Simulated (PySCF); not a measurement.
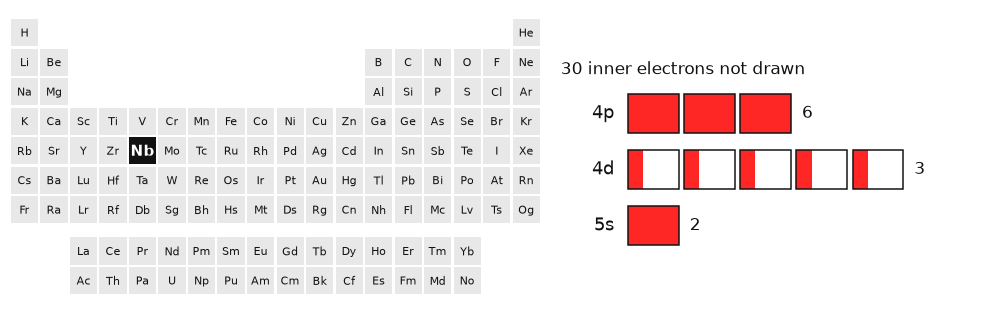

Figure 1. Left, the place of niobium in the periodic table; right, the outer shells of the nominal configuration: a box for each of the 2l + 1 orbitals, shaded by the share of the shell that is filled, with the electron count at the right.

# Atomic calculation, with input and output: Nb

- system: Nb, configuration 1s2 2s2 2p6 3s2 3p6 3d10 4s2 4p6 4d3 5s2, multiplicity 4.
- method: unrestricted HF, aug-cc-pVTZ-PP with ECP28, scalar-relativistic core potential (PySCF)

### Input
```python
from pyscf import gto, scf, dft, mp, cc
mol = gto.M(atom="Nb 0 0 0", charge=0, spin=3, symmetry="D2h",
            basis="aug-cc-pVTZ-PP",
            ecp="aug-cc-pVTZ-PP")
mf = scf.UHF(mol)
mf.irrep_nelec = {'Ag': (2, 2), 'B1g': (1, 0), 'B2g': (1, 0), 'B3g': (1, 0), 'B1u': (1, 1), 'B2u': (1, 1), 'B3u': (1, 1)}
mf.kernel()
```

The script is an equivalent of what the driver set up; the driver started from orbitals of its own, so the log can be shorter than this script's would be, and it computed the properties (radii, ⟨L²⟩, response) afterwards. It held the occupations shell by shell, which the script's counts by irreducible representation don't always enforce.

### The program's output (extracts)
```
damping factor = 0
level_shift factor = 0
DIIS = <class 'pyscf.scf.diis.CDIIS'>
diis_start_cycle = 1
diis_space = 10
diis_damp = 0
SCF conv_tol = 1e-09
SCF conv_tol_grad = None
number electrons alpha = 8  beta = 5
cycle= 1 E= -56.1224509030895  delta_E= -0.00674  |g|= 0.0289  |ddm|= 0.0514
cycle= 2 E= -56.122755852669  delta_E= -0.000305  |g|= 0.00651  |ddm|= 0.0117
cycle= 3 E= -56.1227737840406  delta_E= -1.79e-05  |g|= 0.000453  |ddm|= 0.00646
cycle= 4 E= -56.122774094534  delta_E= -3.1e-07  |g|= 0.000194  |ddm|= 0.000868
cycle= 5 E= -56.1227741466867  delta_E= -5.22e-08  |g|= 3.01e-05  |ddm|= 0.000778
cycle= 6 E= -56.1227741488265  delta_E= -2.14e-09  |g|= 1.63e-06  |ddm|= 0.000144
cycle= 7 E= -56.1227741488352  delta_E= -8.78e-12  |g|= 2.95e-07  |ddm|= 1.54e-05
converged SCF energy = -56.1227741488352  <S^2> = 3.7752035  2S+1 = 4.012582
```

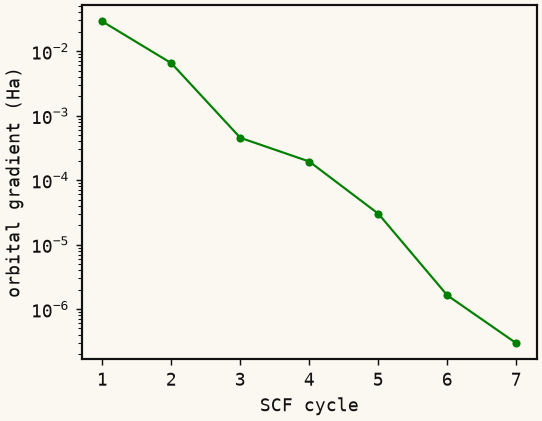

Figure 2. Convergence: orbital gradient against the SCF cycle. The residual falls at every step. It goes from 0.029 to 2.9×10⁻⁷ in 7 steps.

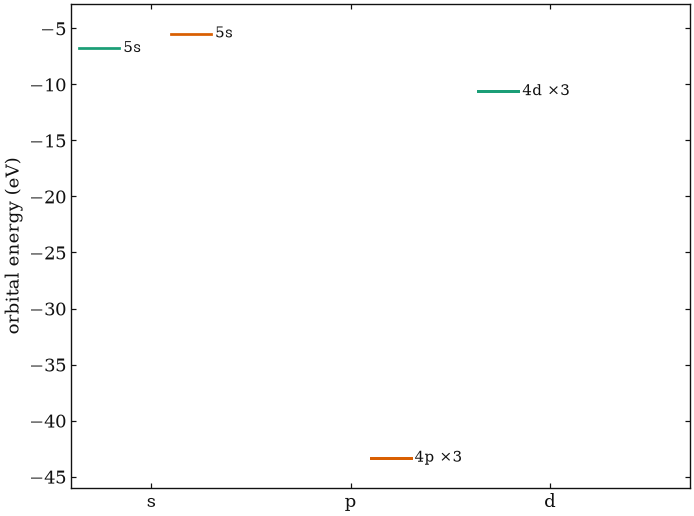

Figure 3. Orbital energies of the mean field, from the top down to −43.3 eV, by angular momentum, α spin at the left of each column and β at the right; ×n counts the orbitals under one label. The highest filled orbital is 5s β at −5.48 eV, the lowest empty one p α at 0.357 eV.

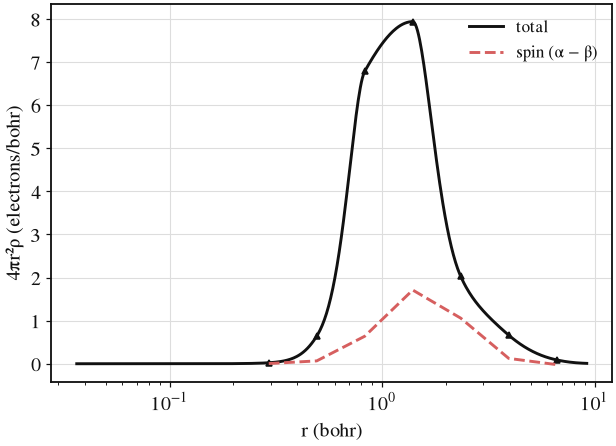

Figure 4. Spherically averaged radial density 4πr²ρ of the mean field (valence electrons alone, under a core potential) and its spin part; markers are the stored points, which are sparse, and the line is a monotone interpolation between them. The largest stored value is 7.94 electrons/bohr at r = 1.4 bohr. Root-mean-square radii of the shells: 4s 1.24, 4p 1.40, 4d 2.12, 5s 4.13 bohr.

### Results in brief

```
                                                quantity                      value
                                                 outcome                  converged
total energy (valence electrons, under a core potential)         −56.122774 hartree
                                                    ⟨S²⟩                      3.775
                                                    ⟨L²⟩                      12.06
                                          SCF iterations                          7
                                                hardware  1 CPU thread, shared host
                                                CPU time      1 s (integrals apart)
```

### Remarks

This is not the ground configuration of the species.
